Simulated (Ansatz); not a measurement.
System: ClFHIn.

Input

```
crystal:
  periodic: [false, false, false]
  atoms:
    - { symbol: F, position_ang: [-2.03845, -0.58747, -0.33429] }
    - { symbol: In, position_ang: [-0.2014, -0.1303, -0.4897] }
    - { symbol: Cl, position_ang: [0.64193, -2.27719, -1.67206] }
    - { symbol: H, position_ang: [-0.1012, 1.489, -1.1784] }
basis:
  gaussian: { orbitals: def2-mTZVP }
hamiltonian:
  xc: b3lyp
relax:
  f_tol: 0.015
  max_steps: 40
output:
  orbitals: {}
```

Launched as:

```sh
ansatz run input.yaml --threads 1 --pin off --max-ram 2048MiB --backend cpu --events-out ev --progress --plain --runs-dir out
```

The fields are those of the relaxed geometry.

Core potentials replace the inner electrons of In.

These are results of RKS B3LYP/def2-mTZVP in Ansatz 0.2.0, not measurements.

Predict the electron density and electron localisation function between the atoms.

In–F (1.97 Å): the density is about 0.72 e/Å³ at the midpoint; the ELF peaks at about 0.80 in the valence shell of F, 0.5 Å from its nucleus, and drops to about 0.10 between the two atoms.
In–Cl (2.34 Å): ρ at the midpoint is about 0.55 e/Å³; the ELF peaks at about 0.80 in the valence shell of Cl, 0.8 Å from its nucleus, and drops to about 0.15 between the two atoms.
In–H (1.70 Å): ρ at the midpoint is about 1.3 e/Å³; the ELF climbs to about 1 towards the hydrogen.

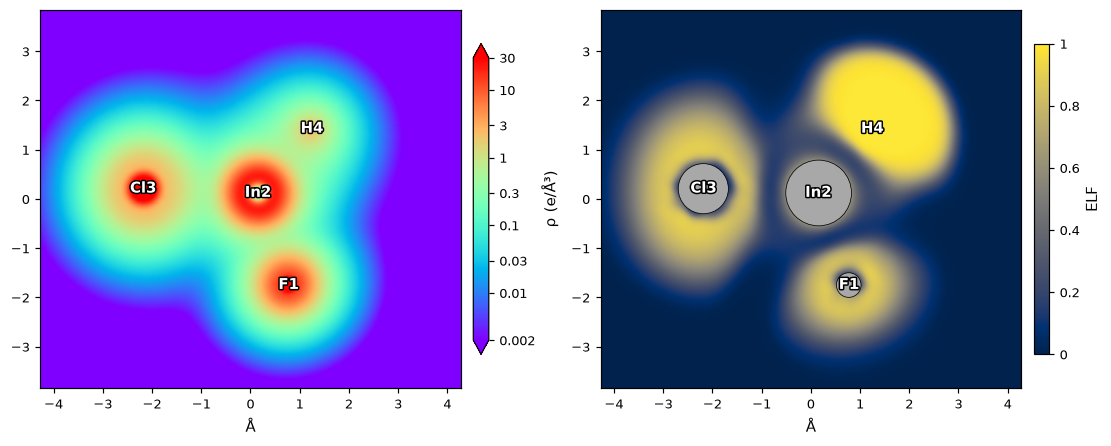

Computed electron density and electron localisation function on the molecular plane, in this order. Grey discs cover the atomic cores in the ELF map. 
